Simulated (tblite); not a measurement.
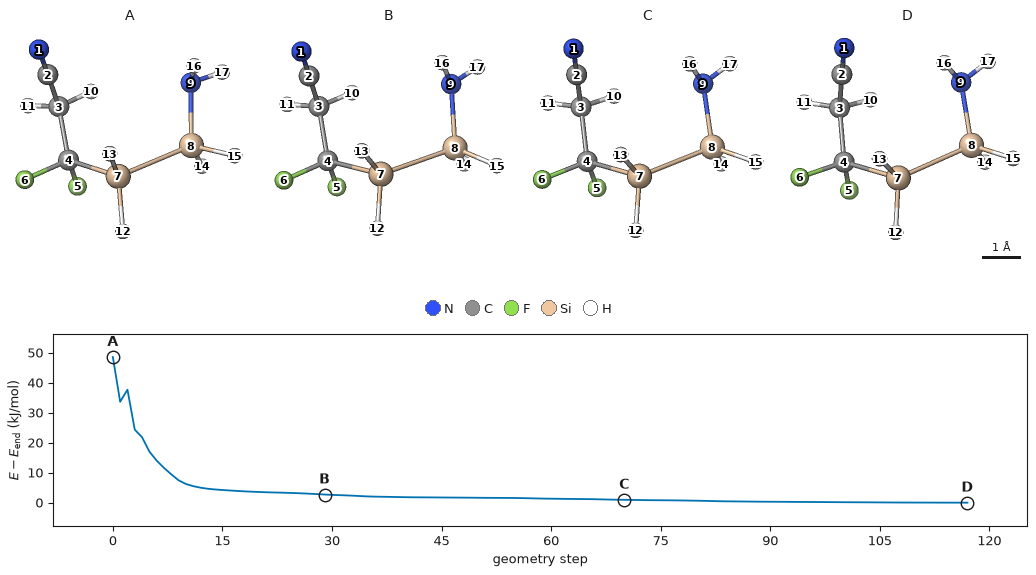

Frames of a relaxation of C$_{3}$H$_{8}$F$_{2}$N$_{2}$Si$_{2}$, marked on the history of the run. A ball-and-stick model, seen face on.

The calculation used GFN2-xTB geometry optimisation, gas phase (tblite 0.8.0). 

> What happens along the run?

The largest move after the best rigid fit is that of N1, 0.77 Å. By element the largest moves are N 0.77 Å, H 0.74 Å, C 0.46 Å, F 0.18 Å, Si 0.10 Å. Some distances before and after: C4–Si7 1.845 → 1.949 Å, C2–C3 1.473 → 1.436 Å, Si7–H12 1.500 → 1.464 Å, Si8–N9 1.697 → 1.726 Å. Bond angles that change, for instance: C4–Si7–H12 112.5° → 101.6°, N9–Si8–H15 104.7° → 115.6°, Si8–N9–H17 109.0° → 118.8°. After 117 geometry steps the energy has fallen by 48.6 kJ/mol. From step 0 to 29: H16 moves most (0.32 Å), energy −45.8 kJ/mol. From step 29 to 70: N1 moves most (0.36 Å), energy −1.76 kJ/mol. From step 70 to 117: N1 moves most (0.32 Å), energy −0.96 kJ/mol.
